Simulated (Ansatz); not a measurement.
**One shape, several levels: SiH4O (Si(OH)H3)**

Wanted: a comparison of 6 runs (PBE0/STO-3G, UB3LYP/STO-3G, r2SCAN0/STO-3G, MP2/STO-3G, BCCD(T)/STO-3G, CCSDT(Q)/STO-3G) of SiH4O (Si(OH)H3). 

The results are computed with Ansatz 0.2.0.

57 further runs of the same task are left out: 2 that didn't finish, 55 set aside as unsound or not needed.

### Step 1. The system as given

SiH4O: 6 atoms, total charge 0, spin state singlet. As SMILES, `[H][Si]([H])([H])O`. The O2–Si1 distance was set to 2.438 Å, away from the relaxed value.

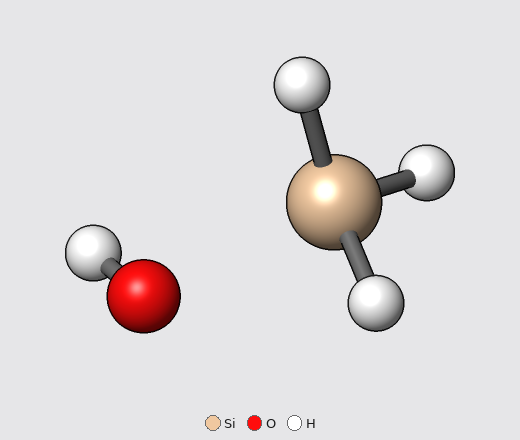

Viewed from a chosen angle; silicon light orange, oxygen red, hydrogen white.

### Step 2. A single-point energy at PBE0/STO-3G (run 1)

File run.yaml:

```yaml
basis:
  gaussian: {orbitals: STO-3G}
crystal:
  periodic: [false, false, false]
  atoms:
    - {symbol: Si, position_ang: [-0.060140, -0.126500, -1.220425]}
    - {symbol: O, position_ang: [-0.059540, -0.091910, 1.217130]}
    - {symbol: H, position_ang: [0.327320, 0.620940, 1.717260]}
    - {symbol: H, position_ang: [1.312950, -0.124300, -1.729365]}
    - {symbol: H, position_ang: [-0.760580, 1.046850, -1.745705]}
    - {symbol: H, position_ang: [-0.760800, -1.371200, -1.488945]}
hamiltonian: {xc: pbe0}
accuracy: high
```

Run with:

```
$ ansatz run run.yaml --threads 1 --pin off --max-ram 2610MiB --events-out events.jsonl --progress --plain --runs-dir runs
```

The log of the run:

```text
Warning: RAYON_NUM_THREADS=1 ignored (pool sized by the plan → 1); use --threads N
Functional definition: PBE0
  name "PBE0"
  parameter a = 0.25
  parameter kappa = 0.804
  parameter beta = 0.06672455060314922
  exchange = (1 - a)*pbe_x(kappa = kappa, mu = beta*pi^2/3) + a*exact_x
  correlation = pbe_c(beta = beta)
303 factors; integrals over basis functions are off by at most 3.8e-8 eV
mean field evaluation 1: about -9855.0146 eV, gradient 3.1e1 eV
mean field evaluation 2: about -9820.4156 eV, gradient 1.0e2 eV
mean field evaluation 4: about -9860.4143 eV, gradient 4.0e0 eV
mean field evaluation 8: about -9860.4302 eV, gradient 4.7e-2 eV
mean field evaluation 16: about -9860.4302 eV, gradient 6.4e-7 eV
mean field -9860.43021917 eV, -362.3641269147 hartree, gradient 2.1e-8 eV, S^2 0.000000; 0 other end points of the search recorded, 0 dependent functions left out
reference -9860.43022064 eV, -362.3641269690 hartree; 13, 13 occupied and 5, 5 virtual orbitals, 303 factors
Total energy: -9860.43022064 eV, -362.3641269690 hartree
```

It took 1.1 s on 1 thread of Intel Xeon Platinum 8488C (Sapphire Rapids), shared host.

### Step 3. A single-point energy at UB3LYP/STO-3G (run 2)

File job.yaml:

```yaml
crystal:
  periodic: [false, false, false]
  atoms:
    - symbol: Si
      position_ang: [-0.060140, -0.126500, -1.220425]
    - symbol: O
      position_ang: [-0.059540, -0.091910, 1.217130]
    - symbol: H
      position_ang: [0.327320, 0.620940, 1.717260]
    - symbol: H
      position_ang: [1.312950, -0.124300, -1.729365]
    - symbol: H
      position_ang: [-0.760580, 1.046850, -1.745705]
    - symbol: H
      position_ang: [-0.760800, -1.371200, -1.488945]
basis:
  gaussian:
    orbitals: STO-3G
magnetization:
  spin_polarized: true
  initial_magnetization: 0
hamiltonian:
  xc: {name: B3LYP}
accuracy: high
```

Run with:

```
$ ansatz run job.yaml --threads 1 --pin off --max-ram 2610MiB --events-out events.jsonl --progress --plain --runs-dir runs
```

The log of the run:

```text
Warning: RAYON_NUM_THREADS=1 ignored (pool sized by the plan → 1); use --threads N
Functional definition: B3LYP
  name "B3LYP"
  parameter a0 = 0.2
  parameter ax = 0.72
  parameter ac = 0.81
  exchange = (1 - a0 - ax)*slater_x + ax*b88_x + a0*exact_x
  correlation = (1 - ac)*vwn_rpa_c + ac*lyp_c
303 factors; integrals over basis functions are off by at most 3.8e-8 eV
mean field evaluation 1: about -9860.3776 eV, gradient 2.3e1 eV
mean field evaluation 2: about -9740.5716 eV, gradient 6.8e1 eV
mean field evaluation 4: about -9862.4938 eV, gradient 1.7e1 eV
mean field evaluation 8: about -9863.4950 eV, gradient 1.5e1 eV
mean field evaluation 16: about -9865.9600 eV, gradient 1.2e-7 eV
mean field evaluation 32: about -9865.9701 eV, gradient 1.4e-8 eV
mean field -9865.97006448 eV, -362.5677124750 hartree, gradient 1.4e-8 eV, S^2 0.122951; 5 other end points of the search recorded, 0 dependent functions left out
reference -9865.97009258 eV, -362.5677135076 hartree; 13, 13 occupied and 5, 5 virtual orbitals, 303 factors
Total energy: -9865.97009258 eV, -362.5677135076 hartree
```

Run time: 3.3 s. Hardware: 1 thread of Intel Xeon Platinum 8488C (Sapphire Rapids), shared host; peak memory 0.17 GiB.

Run 3 isn't shown in full; the table further down has it.

### Step 4. The energy at MP2/STO-3G (run 4)

File job.yaml:

```yaml
crystal:
  periodic: [false, false, false]
  atoms:
    - {symbol: Si, position_ang: [-0.060140, -0.126500, -1.220425]}
    - {symbol: O, position_ang: [-0.059540, -0.091910, 1.217130]}
    - {symbol: H, position_ang: [0.327320, 0.620940, 1.717260]}
    - {symbol: H, position_ang: [1.312950, -0.124300, -1.729365]}
    - {symbol: H, position_ang: [-0.760580, 1.046850, -1.745705]}
    - {symbol: H, position_ang: [-0.760800, -1.371200, -1.488945]}
basis:
  gaussian:
    orbitals: STO-3G
accuracy: high
correlation:
  method: mp2
  frozen_orbitals: {H: 0, O: 1, Si: 5}
```

Run with:

```
$ ansatz run job.yaml --threads 1 --pin off --max-ram 2610MiB --events-out events.jsonl --progress --plain --runs-dir runs
```

The log of the run (excerpt; [...] marks lines left out):

```text
Warning: RAYON_NUM_THREADS=1 ignored (pool sized by the plan → 1); use --threads N
Functional definition: HF
  name "HF"
[...]
303 factors; integrals over basis functions are off by at most 3.8e-8 eV
[...]
mean field -9839.39847992 eV, -361.5912247531 hartree, gradient 7.3e-9 eV, S^2 0.000000; 1 other end points of the search recorded, 0 dependent functions left out; unrestricted orbitals would lower it
unrestricted determinant -9840.92250191 eV, -361.6472315282 hartree, S^2 0.8020
6 core orbitals not correlated: weight in the atoms' cores, before any rotation towards them, 1.000 or more for the frozen orbitals, at most 0.000 for the correlated occupied ones
reference -9839.39847992 eV, -361.5912247531 hartree; 7, 7 occupied and 5, 5 virtual orbitals, 303 factors
second order -2.91822093 eV of doubles, -0.00000000 eV of singles
Total energy: -9842.31670084 eV, -361.6984673940 hartree
```

Wall time 0.14 s (1 thread of Intel Xeon Platinum 8488C (Sapphire Rapids), shared host).

Run 5 isn't shown in full; the table further down has it.

### Step 5. The energy at CCSDT(Q)/STO-3G (run 6)

File in.yaml:

```yaml
crystal:
  periodic: [false, false, false]
  atoms:
    - {symbol: Si, position_ang: [-0.060140, -0.126500, -1.220425]}
    - {symbol: O, position_ang: [-0.059540, -0.091910, 1.217130]}
    - {symbol: H, position_ang: [0.327320, 0.620940, 1.717260]}
    - {symbol: H, position_ang: [1.312950, -0.124300, -1.729365]}
    - {symbol: H, position_ang: [-0.760580, 1.046850, -1.745705]}
    - {symbol: H, position_ang: [-0.760800, -1.371200, -1.488945]}
basis:
  gaussian: {orbitals: STO-3G}
correlation: {method: ccsdt_q, frozen_orbitals: {H: 0, O: 1, Si: 5}}
accuracy: high
scf: {omitted_lower_state_checks: [cluster_reference, increment]}
```

Run with:

```
$ ansatz run in.yaml --threads 1 --pin off --max-ram 2610MiB --events-out events.jsonl --progress --plain --runs-dir runs
```

The log of the run (excerpt; [...] marks lines left out):

```text
Warning: RAYON_NUM_THREADS=1 ignored (pool sized by the plan → 1); use --threads N
[... 2 set-up lines as earlier in the session ...]
[...]
303 factors; integrals over basis functions are off by at most 3.8e-8 eV
[...]
mean field -9839.39847992 eV, -361.5912247531 hartree, gradient 7.3e-9 eV, S^2 0.000000; 1 other end points of the search recorded, 0 dependent functions left out; unrestricted orbitals would lower it
6 core orbitals not correlated: weight in the atoms' cores, before any rotation towards them, 1.000 or more for the frozen orbitals, at most 0.000 for the correlated occupied ones
reference -9839.39847992 eV, -361.5912247531 hartree; 7, 7 occupied and 5, 5 virtual orbitals, 303 factors
second order -2.91822093 eV of doubles, -0.00000000 eV of singles
cycle   1  -3.50975987 eV  change   -8.8e-1 eV  update   1.2e-1
[...]
cycle  32  -4.47302454 eV  change  -2.9e-10 eV  update  7.6e-10
perturbative correction -0.00171492 eV, -0.0000630220 hartree
WARN: these amplitudes may be one of several solutions (largest doubles amplitude 0.40, level shift 2.15 eV)
Total energy: -9843.87321937 eV, -361.7556683949 hartree
Checks for a lower state left out: cluster_reference, increment
```

Run time: 0.32 s. Hardware: 1 thread of Intel Xeon Platinum 8488C (Sapphire Rapids), shared host.

### Step 6. Overview of the runs

| run | level | frozen core orbitals | energy (Eh) | wall time |
| --- | --- | --- | --- | --- |
| 1 | PBE0/STO-3G | – | -362.364127 | 1.1 s |
| 2 | UB3LYP/STO-3G | – | -362.567714 | 3.3 s |
| 3 | r2SCAN0/STO-3G | – | -362.500296 | 1.9 s |
| 4 | MP2/STO-3G | 6 | -361.698467 | 0.14 s |
| 5 | BCCD(T)/STO-3G | 6 | -361.754834 | 0.33 s |
| 6 | CCSDT(Q)/STO-3G | 6 | -361.755668 | 0.32 s |

### Step 7. Outcome

```
                                          quantity          value
                               run 6: total energy  -361.75567 Eh
run 6: correlation energy (6 core orbitals frozen)     -164.4 mEh
                              run 6: T1 diagnostic          0.031
```

**Reading.** Totals of different functionals can't be ranked against each other. In runs 4, 5, 6 the log says that unrestricted orbitals would lower the reference, so the values rest on an unstable closed-shell determinant (other closed-shell runs at this shape may share the fault). In runs 1, 2, 3, 4, 5, 6 the basis is minimal, so the values are rough. Spin contamination of the reference: run 2 ⟨S²⟩ = 0.12. All runs together took 7.1 s, the longest 3.3 s.
